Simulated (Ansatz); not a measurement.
## The perfect Ir wire along [110], 8 atoms a period

What gap, if any, does the Ir wire along [110], 8 atoms a period have, and how many channels would it open?

Method: DFT PBE, plane waves, PAW; relaxation of a wire's period; PAW set soft_1, in the first sound run; inputs show where later runs differ, in Ansatz 0.2.0.

## 1. Starting point

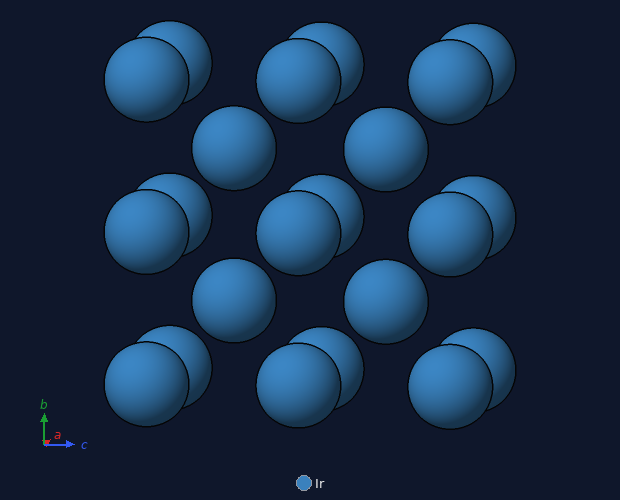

The starting structure, seen from the side, with the c axis across the page (iridium blue). 1×1×2 cells are drawn. Some periodic images of atoms are drawn too.

The cell holds 8 atoms: 8 Ir. Cell: a = 10.670 Å, b = 12.273 Å, c = 2.737 Å, α = 90.0°, β = 90.0°, γ = 90.0°. Vacuum lies along a and b. The structure's axis is c.

## 2. Relaxing the period

Band widths follow the bond lengths, so the wire is relaxed first. The atoms and the third cell vector are free; the box across stays fixed as vacuum. A Fermi-Dirac smearing is set since the result may be a metal. The pressure printed is a third of the stress's trace over the whole box, vacuum included; only the stress along the axis is relaxed.

Contents of input.yaml:

```yaml
crystal:
  lattice:
    - [10.67, 0.0, 0.0]
    - [0.0, 12.273, 0.0]
    - [0.0, 0.0, 2.7365032432]
  atoms:
    - { symbol: Ir, position: [0.318650422, 0.277030881, 0.0] }
    - { symbol: Ir, position: [0.318650422, 0.500000264, 0.0] }
    - { symbol: Ir, position: [0.681349578, 0.277030881, 0.0] }
    - { symbol: Ir, position: [0.681349578, 0.500000264, 0.0] }
    - { symbol: Ir, position: [0.5, 0.388515573, 0.5] }
    - { symbol: Ir, position: [0.5, 0.611484956, 0.5] }
    - { symbol: Ir, position: [0.318650422, 0.722969648, 0.0] }
    - { symbol: Ir, position: [0.681349578, 0.722969648, 0.0] }
kpoints:
  mp_grid: { grid: [1, 1, 30] }
scf:
  occupations: { method: fermi_dirac, width: 0.05 }
hamiltonian:
  xc: pbe
  pseudopotentials: { kind: paw, azcp: { folder: soft_1 } }
relax:
  cell: { fix: [a, b, alpha, beta, gamma] }
  max_steps: 45
  f_tol: 0.03
```

The run is started by

```sh
> ansatz run input.yaml --threads 4 --pin off --max-ram 16384MiB --backend cpu --events-out ev --progress --plain --runs-dir out
```

Numbers of over 12 decimals in the logs are rounded to 6 here.

Log:

```text
Engine: ansatz 0.2.0, aarch64-unknown-linux-gnu
Pseudopotentials: kind: paw
Pseudopotential: Ir, paw, valence charge 17, recommended cutoff 420 eV (normal), soft_1/Ir.paw.azcp
Functional definition: PBE
  parameter kappa = 0.804
  parameter beta = 0.066725
  exchange = pbe_x(kappa = kappa, mu = beta*pi^2/3)
  correlation = pbe_c(beta = beta)
Crystal: 8 atoms, lattice volume = 358.353 Å³
Basis set: ecut = 420 eV, 7047 PW (Γ), exchange–correlation on 144×180×40 points (8 copies of the dense FFT grid, shifted against one another)
Bands: 82, of which v1, the nominal top of the filled ones, is band 68 counted from 1 (67 counted from 0)
Symmetry: 8 space group operations
Space group: Pmmm (ITA 47), of the structure as read, at distance tolerance 7.1e-5 Å
k-points: 16 of 30
Non-local potential: Ir, projectors of the file, l = 0: 3, l = 1: 2, l = 2: 2, l = 3: 1
PAW form: soft (Blöchl's): semilocal exchange-correlation on the pseudo side does not see the compensation charge
PAW one-centre angular grid: Ir, 590 points (default); XC on 64 Gauss nodes
Initial density: superposition of atomic densities (neutral atoms: chi_scale 0, normalization atom)
Initial wavefunctions: pseudopotential atomic-orbital guess
Functional: x = pbe(κ = 0.804, μ = 0.219515), c = pbe(β = 0.066725)
SCF iter   1: F=—  HF=-95482.993017 eV  |F-HF|=—  |Δ(HF+E_count)|=         —  Δρ=3.96e-2  dr2=9.71e0  ethr=3.10e-3  ⟨swp⟩=7.4  Hψ=5295  notcnv=0  defer=2
preconditioner: auto → LDOS  [metal: Δε(μ)=0.018 eV  Ē_g=4.859 eV  σ=0.050 eV  W_gap=0.09  n_scr=52 (ndim 8)  ℏωp=16.6 eV  f_vac=0.491  D(μ)=12.13/eV (n_scr^D=82)  β→1.0]
SCF iter   2: F=—  HF=-95483.615225 eV  |F-HF|=—  |Δ(HF+E_count)|=   6.22e-1  Δρ=4.29e-2  dr2=2.10e1  ethr=3.10e-3  ⟨swp⟩=3.4  Hψ=3297  notcnv=0  defer=30
SCF iter   3: F=—  HF=-95480.762532 eV  |F-HF|=—  |Δ(HF+E_count)|=    2.85e0  Δρ=8.94e-3  dr2=5.87e-1  ethr=3.10e-3  ⟨swp⟩=3.2  Hψ=2536  notcnv=0  defer=26
SCF iter   4: F=—  HF=-95480.729859 eV  |F-HF|=—  |Δ(HF+E_count)|=   3.27e-2  Δρ=3.78e-3  dr2=7.16e-2  ethr=4.32e-4  ⟨swp⟩=2.4  Hψ=2123  notcnv=0  defer=22
SCF iter   5: F=—  HF=-95480.724245 eV  |F-HF|=—  |Δ(HF+E_count)|=   5.61e-3  Δρ=1.19e-3  dr2=1.07e-2  ethr=5.27e-5  ⟨swp⟩=2.0  Hψ=2192  notcnv=0  defer=23
SCF iter   6: F=—  HF=-95480.723912 eV  |F-HF|=—  |Δ(HF+E_count)|=   3.33e-4  Δρ=5.49e-4  dr2=2.28e-3  ethr=7.88e-6  ⟨swp⟩=2.2  Hψ=1915  notcnv=0  defer=23
SCF iter   7: F=—  HF=-95480.723682 eV  |F-HF|=—  |Δ(HF+E_count)|=   2.31e-4  Δρ=1.95e-4  dr2=4.62e-4  ethr=1.67e-6  ⟨swp⟩=2.3  Hψ=1921  notcnv=0  defer=23
SCF iter   8: F=—  HF=-95480.723662 eV  |F-HF|=—  |Δ(HF+E_count)|=   2.00e-5  Δρ=6.99e-5  dr2=2.35e-5  ethr=3.39e-7  ⟨swp⟩=2.1  Hψ=1882  notcnv=0  defer=23
SCF iter   9: F=—  HF=-95480.723923 eV  |F-HF|=—  |Δ(HF+E_count)|=   2.62e-4  Δρ=2.29e-5  dr2=2.85e-6  ethr=1.73e-8  ⟨swp⟩=2.3  Hψ=1952  notcnv=0  defer=23
SCF iter  10: F=—  HF=-95480.723925 eV  |F-HF|=—  |Δ(HF+E_count)|=   2.14e-6  Δρ=6.85e-6  dr2=3.08e-7  ethr=2.09e-9  ⟨swp⟩=2.1  Hψ=1825  notcnv=0  defer=23
SCF iter  11: F=-95480.723926 eV  HF=-95480.723926 eV  |F-HF|=7.48e-9  |Δ(HF+E_count)|=   9.72e-8  Δρ=2.23e-6  dr2=2.34e-8  ethr=7.35e-11  ⟨swp⟩=5.0  Hψ=4676  notcnv=0
SCF 1 converged in 11 iterations: F = -95480.723926 eV  dr2 = 2.34e-8
  greatest PAW one-centre occupation: 1.000 electrons in one spin orbital (limit 2), on the Ir atom at site 5 (counted from 0), in its partial waves of l = 0
relax step   1: F+E_penalty+E_count = -95480.72392553 eV  Δ(F+E_penalty+E_count) = +0.000e0 eV  max|allowed force component| = 2.203e0 eV/Å  Δτ_max = 0.0000 Å  P = -8.893 GPa  Ω = 358.353 Å³  fix = [a, b, alpha, beta, gamma]  reactions: a -5.466, b -9.100 GPa  (11 SCF iters, dr2 threshold 1.00e-7 eV, accepted)
Crystal: 8 atoms, lattice volume = 342.197 Å³
Basis set: ecut = 420 eV, 6711 PW (Γ), exchange–correlation on 144×180×40 points (8 copies of the dense FFT grid, shifted against one another)
Initial density: handed on by an earlier stage of this run
Initial wavefunctions: those handed on with the density
iter 1 solved again at ethr=2.69e-3 eV; its pass at ethr=3.10e-3 eV (dr2=3.66e0 eV) is discarded
SCF iter   1: F=—  HF=-95482.720805 eV  |F-HF|=—  |Δ(HF+E_count)|=         —  Δρ=2.02e-2  dr2=3.70e0  ethr=2.69e-3  ⟨swp⟩=1.2  Hψ=6532  notcnv=0
preconditioner: auto → LDOS  [metal: Δε(μ)=0.003 eV  Ē_g=5.477 eV  σ=0.050 eV  W_gap=0.01  n_scr=50 (ndim 8)  ℏωp=17.0 eV  f_vac=0.533  D(μ)=13.44/eV (n_scr^D=96)  β→1.0]
SCF iter   2: F=—  HF=-95482.613663 eV  |F-HF|=—  |Δ(HF+E_count)|=   1.07e-1  Δρ=1.21e-2  dr2=8.59e-1  ethr=2.69e-3  ⟨swp⟩=2.1  Hψ=2024  notcnv=0
SCF iter   3: F=—  HF=-95482.496230 eV  |F-HF|=—  |Δ(HF+E_count)|=   1.17e-1  Δρ=5.57e-3  dr2=2.61e-1  ethr=6.32e-4  ⟨swp⟩=2.6  Hψ=2346  notcnv=0  defer=28
SCF iter   4: F=—  HF=-95482.457791 eV  |F-HF|=—  |Δ(HF+E_count)|=   3.84e-2  Δρ=1.93e-3  dr2=5.89e-2  ethr=1.92e-4  ⟨swp⟩=2.0  Hψ=2040  notcnv=0  defer=28
SCF iter   5: F=—  HF=-95482.453764 eV  |F-HF|=—  |Δ(HF+E_count)|=   4.03e-3  Δρ=6.78e-4  dr2=3.60e-3  ethr=4.33e-5  ⟨swp⟩=1.9  Hψ=1430  notcnv=0  defer=28
SCF iter   6: F=—  HF=-95482.453576 eV  |F-HF|=—  |Δ(HF+E_count)|=   1.88e-4  Δρ=1.82e-4  dr2=1.78e-4  ethr=2.65e-6  ⟨swp⟩=2.0  Hψ=1866  notcnv=0  defer=28
SCF iter   7: F=—  HF=-95482.453926 eV  |F-HF|=—  |Δ(HF+E_count)|=   3.51e-4  Δρ=6.22e-5  dr2=1.84e-5  ethr=1.31e-7  ⟨swp⟩=2.2  Hψ=2021  notcnv=0  defer=28
SCF iter   8: F=—  HF=-95482.453934 eV  |F-HF|=—  |Δ(HF+E_count)|=   7.37e-6  Δρ=1.90e-5  dr2=5.13e-6  ethr=1.36e-8  ⟨swp⟩=2.1  Hψ=1932  notcnv=0  defer=28
SCF iter   9: F=-95482.453934 eV  HF=-95482.453934 eV  |F-HF|=9.21e-8  |Δ(HF+E_count)|=   1.65e-7  Δρ=8.91e-6  dr2=4.80e-7  ethr=5.88e-10  ⟨swp⟩=3.8  Hψ=5447  notcnv=0
SCF 2 converged in 9 iterations: F = -95482.453934 eV  dr2 = 4.80e-7
relax step   2: F+E_penalty+E_count = -95482.45393386 eV  Δ(F+E_penalty+E_count) = -1.730e0 eV  max|allowed force component| = 9.946e-1 eV/Å  Δτ_max = 0.2000 Å  P = +2.407 GPa  Ω = 342.197 Å³  energy of the carried Pulay correction = +2.456e-3 eV  fix = [a, b, alpha, beta, gamma]  reactions: a +4.322, b +0.892 GPa  (9 SCF iters, dr2 threshold 8.00e-7 eV, accepted)
Crystal: 8 atoms, lattice volume = 341.260 Å³
Basis set: ecut = 420 eV, 6695 PW (Γ), exchange–correlation on 144×180×40 points (8 copies of the dense FFT grid, shifted against one another)
iter 1 solved again at ethr=7.55e-4 eV; its pass at ethr=3.10e-3 eV (dr2=1.03e0 eV) is discarded
SCF iter   1: F=—  HF=-95482.977428 eV  |F-HF|=—  |Δ(HF+E_count)|=         —  Δρ=1.67e-2  dr2=1.03e0  ethr=7.55e-4  ⟨swp⟩=1.9  Hψ=6009  notcnv=0
[...]
SCF iter   5: F=—  HF=-95482.884197 eV  |F-HF|=—  |Δ(HF+E_count)|=   9.29e-5  Δρ=2.27e-4  dr2=2.30e-4  ethr=2.89e-6  ⟨swp⟩=2.1  Hψ=1860  notcnv=0  defer=28
SCF iter   6: F=—  HF=-95482.884515 eV  |F-HF|=—  |Δ(HF+E_count)|=   3.18e-4  Δρ=1.05e-4  dr2=5.05e-5  ethr=1.69e-7  ⟨swp⟩=2.2  Hψ=1872  notcnv=0  defer=28
SCF iter   7: F=—  HF=-95482.884541 eV  |F-HF|=—  |Δ(HF+E_count)|=   2.62e-5  Δρ=3.40e-5  dr2=5.05e-6  ethr=3.71e-8  ⟨swp⟩=2.1  Hψ=1876  notcnv=0  defer=28
SCF iter   8: F=-95482.884544 eV  HF=-95482.884544 eV  |F-HF|=1.60e-7  |Δ(HF+E_count)|=   3.10e-6  Δρ=9.12e-6  dr2=3.31e-7  ethr=5.88e-10  ⟨swp⟩=6.0  Hψ=5021  notcnv=0
SCF 3 converged in 8 iterations: F = -95482.884544 eV  dr2 = 3.31e-7
relax step   3: F+E_penalty+E_count = -95482.88454416 eV  Δ(F+E_penalty+E_count) = -4.306e-1 eV  max|allowed force component| = 4.944e-1 eV/Å  Δτ_max = 0.1949 Å  P = -0.842 GPa  Ω = 341.260 Å³  energy of the carried Pulay correction = +2.605e-3 eV  fix = [a, b, alpha, beta, gamma]  reactions: a -0.119, b -2.432 GPa  (8 SCF iters, dr2 threshold 8.00e-7 eV, accepted)
[...]
relax step   4: F+E_penalty+E_count = -95482.98634346 eV  Δ(F+E_penalty+E_count) = -1.018e-1 eV  max|allowed force component| = 1.854e-1 eV/Å  Δτ_max = 0.1223 Å  P = -0.373 GPa  Ω = 340.525 Å³  energy of the carried Pulay correction = +2.722e-3 eV  fix = [a, b, alpha, beta, gamma]  reactions: a -0.732, b -0.941 GPa  (8 SCF iters, dr2 threshold 8.00e-7 eV, accepted)
[...]
relax step   5: F+E_penalty+E_count = -95482.99960589 eV  Δ(F+E_penalty+E_count) = -1.326e-2 eV  max|allowed force component| = 3.588e-2 eV/Å  Δτ_max = 0.0178 Å  P = -0.050 GPa  Ω = 341.992 Å³  energy of the carried Pulay correction = +2.489e-3 eV  fix = [a, b, alpha, beta, gamma]  reactions: a -0.165, b -0.152 GPa  (6 SCF iters, dr2 threshold 8.00e-7 eV, accepted)
[...]
relax step   6: F+E_penalty+E_count = -95483.00014713 eV  Δ(F+E_penalty+E_count) = -5.412e-4 eV  max|allowed force component| = 2.658e-2 eV/Å  Δτ_max = 0.0069 Å  P = +0.067 GPa  Ω = 342.306 Å³  energy of the carried Pulay correction = +2.439e-3 eV  fix = [a, b, alpha, beta, gamma]  reactions: a -0.046, b +0.114 GPa  (7 SCF iters, dr2 threshold 8.05e-8 eV, accepted)
[...]
relax step   7: F+E_penalty+E_count = -95483.00030365 eV  Δ(F+E_penalty+E_count) = -1.565e-4 eV  max|allowed force component| = 9.834e-4 eV/Å  Δτ_max = 0.0021 Å  P = -0.036 GPa  Ω = 342.475 Å³  energy of the carried Pulay correction = +2.412e-3 eV  fix = [a, b, alpha, beta, gamma]  reactions: a -0.086, b -0.009 GPa  (6 SCF iters, dr2 threshold 4.37e-8 eV, accepted)
Basis set: ecut = 420 eV, 6711 PW (Γ), exchange–correlation on 144×180×36 points (8 copies of the dense FFT grid, shifted against one another)
Initial wavefunctions: pseudopotential atomic-orbital guess (no wavefunctions were taken with the density)
iter 1 solved again at ethr=5.75e-7 eV; its pass at ethr=3.10e-3 eV (dr2=7.82e-4 eV) is discarded
SCF iter   1: F=—  HF=-95482.996667 eV  |F-HF|=—  |Δ(HF+E_count)|=         —  Δρ=9.39e-5  dr2=5.08e-6  ethr=5.75e-7  ⟨swp⟩=4.1  Hψ=9655  notcnv=0
preconditioner: auto → LDOS  [metal: Δε(μ)=0.013 eV  Ē_g=5.304 eV  σ=0.050 eV  W_gap=0.07  n_scr=50 (ndim 8)  ℏωp=17.0 eV  f_vac=0.523  D(μ)=11.25/eV (n_scr^D=66)  β→1.0]
SCF iter   2: F=—  HF=-95482.997248 eV  |F-HF|=—  |Δ(HF+E_count)|=   5.81e-4  Δρ=2.19e-5  dr2=9.03e-7  ethr=3.73e-9  ⟨swp⟩=2.8  Hψ=2661  notcnv=0
SCF iter   3: F=—  HF=-95482.997248 eV  |F-HF|=—  |Δ(HF+E_count)|=   2.78e-7  Δρ=7.33e-6  dr2=2.24e-7  ethr=6.64e-10  ⟨swp⟩=2.7  Hψ=2550  notcnv=0
SCF iter   4: F=—  HF=-95482.997248 eV  |F-HF|=—  |Δ(HF+E_count)|=   5.62e-8  Δρ=1.96e-6  dr2=1.80e-8  ethr=1.65e-10  ⟨swp⟩=3.1  Hψ=2399  notcnv=0
SCF iter   5: F=—  HF=-95482.997248 eV  |F-HF|=—  |Δ(HF+E_count)|=   3.55e-9  Δρ=4.57e-7  dr2=5.54e-10  ethr=1.32e-11  ⟨swp⟩=2.5  Hψ=2270  notcnv=0
SCF iter   6: F=—  HF=-95482.997248 eV  |F-HF|=—  |Δ(HF+E_count)|=  1.60e-10  Δρ=2.00e-7  dr2=2.59e-10  ethr=1.00e-12  ⟨swp⟩=6.0  Hψ=5645  notcnv=0
SCF iter   7: F=-95482.997248 eV  HF=-95482.997248 eV  |F-HF|=0.00e0  |Δ(HF+E_count)|=  2.91e-11  Δρ=4.97e-8  dr2=1.87e-11  ethr=1.00e-12  ⟨swp⟩=4.0  Hψ=5144  notcnv=0
SCF 8 converged in 7 iterations: F = -95482.997248 eV  dr2 = 1.87e-11
relax step   8: F+E_penalty+E_count = -95482.99724766 eV  Δ(F+E_penalty+E_count) = +3.056e-3 eV  max|allowed force component| = 9.533e-4 eV/Å  Δτ_max = 0.0000 Å  P = -0.029 GPa  Ω = 342.475 Å³  fix = [a, b, alpha, beta, gamma]  reactions: a -0.080, b -0.004 GPa  stress off target by 2.99e-3 GPa on what of the cell is left free  SCF on the basis re-selected at this cell (its energy is not comparable with the rows above)  (7 SCF iters)
basis re-selected at this cell: Δ(F+E_penalty+E_count) = +3.056e-3 eV, ΔP = +0.007 GPa vs the last step (what re-selecting the basis moved, of the pressure what is left beyond the Pulay correction that the steps carried, after the strain that the cell walked since its last selection, with what the two solves' SCF thresholds leave and, on support functions, any second-order correction that the steps lacked; it is no measure of the basis error at this ecutwfc). The dense FFT grid was sized anew with the basis: this SCF ran on 72×90×18 points, the steps before it on 72×90×20, so part of this shift can come from that change (see relax.cell in the input reference). [rest of the remark cut]
SCF converged after 7 iterations
Free energy (F): -95482.997248 eV
Harris-Foulkes:  -95482.997248 eV  (|F-HF|=0.00e0)
Internal energy: -95482.902106 eV  (E = F + TS)
E sigma→0 (E₀):  -95482.949677 eV
Entropy (-TS):   -0.095141 eV (-11.893 meV/atom)
Fermi energy:    5.187777 eV
--- Per-component energies (eV) ---
  E_band       = -3363.817308
  E_kinetic    = 4312.361259
  E_local      = -59310.429846  (includes V_loc(G=0)·N_el)
  E_nonlocal   = 1528.457234
  E_hartree    = 27195.255193
  E_xc         = -1828.824609
  E_vxc        = -2034.905131  (∫ρ·V_xc dr)
  E_paw        = -74124.511133  (= ΣΔE_a)
  E_vpaw       = -2249.812897  (= ΣTr[D̂ρ^β])
  E_aug_tail   = 0.002832  (compensation charges beyond the density's cutoff)
  E_ewald      = 6744.786963
  E_smearing   = -0.095141  (= −TS)
  E_closure    = 0.000000  (closes the sum)
  Σ components = -95482.997248   (vs F -95482.997248, Δ=0.00e0)
--- Forces (eV/Å), atoms counted from 1 ---
  atom   1  Ir    -0.00041486     0.00095335    -0.00000000
  atom   2  Ir    -0.00081188     0.00000000     0.00000000
  atom   3  Ir     0.00041486     0.00095335     0.00000000
  atom   4  Ir     0.00081188     0.00000000    -0.00000000
  atom   5  Ir     0.00000000    -0.00027405    -0.00000000
  atom   6  Ir     0.00000000     0.00027405     0.00000000
  atom   7  Ir    -0.00041486    -0.00095335     0.00000000
  atom   8  Ir     0.00041486    -0.00095335     0.00000000
  max |Σ_I F_I| component: 2.17e-19 eV/Å
--- Stress (GPa, compression-positive) ---
       -0.079893      -0.000000      -0.000000
       -0.000000      -0.004338      -0.000000
       -0.000000      -0.000000      -0.002993
  P = ⅓ Tr σ = -0.0291 GPa (-0.291 kbar)
--- Relaxed structure (7 steps of the walk, 7 accepted, 1 SCFs on fresh bases) ---
  F+E_penalty+E_count = -95482.99724766 eV   max|allowed force component| = 9.533e-4 eV/Å   (the final SCF, on the basis selected at the relaxed cell)
  cell:  # Å, volume = 342.4747 Å³
    - [10.67, 0.0, 0.0]
    - [0.0, 12.273, 0.0]
    - [0.0, 0.0, 2.615251]
  atoms:
    - { symbol: Ir, position: [0.299231, 0.303304, 0.0] }
    - { symbol: Ir, position: [0.336835, 0.500000, 0.0] }
    - { symbol: Ir, position: [0.700769, 0.303304, 0.0] }
    - { symbol: Ir, position: [0.663165, 0.500000, 0.0] }
    - { symbol: Ir, position: [0.500000, 0.369444, 0.5] }
    - { symbol: Ir, position: [0.500000, 0.630556, 0.5] }
    - { symbol: Ir, position: [0.299231, 0.696696, 0.0] }
    - { symbol: Ir, position: [0.700769, 0.696696, 0.0] }
```

It took 62 s on 4 threads of Arm Neoverse V1, shared host; peak memory 1 GiB; 4 min of CPU time.

[end of part 1 of 2]

[Logs are printed without paths, hosts, clocks, repeated set-up lines and the standing remarks that a program may print on its own settings, such as how far it seeks lower states.]

[Hosts, paths, dates, database ids (printed as entryN), source tags and the programs' standing remarks are cut or masked in the printed files.]
